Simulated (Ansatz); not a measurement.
Start from InAs in the zinc blende structure (space group F-43m, No. 216; a = 6.1096 Å).

Structures relaxed with r2SCAN, PAW, 500 eV (Ansatz, a first-principles code; without spin-orbit coupling).

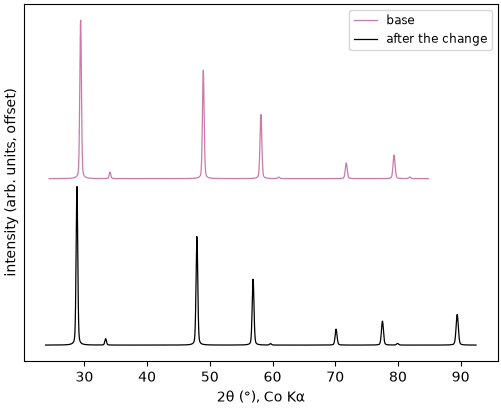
*Simulated powder patterns before (top) and after one change*

Task: Which of these changes matches the shifts?
(A) isotropic strain +3.00 %
(B) isotropic strain +2.00 %
(C) isotropic strain +2.50 %
(D) isotropic strain +1.50 %

Result: B, isotropic strain +2.00 %. Its volume per atom is 30.25 Å³ against 28.51 Å³, and its space group is F-43m (No. 216).

Whether these cells are dynamically stable was not tested. All final runs are without spin polarisation.
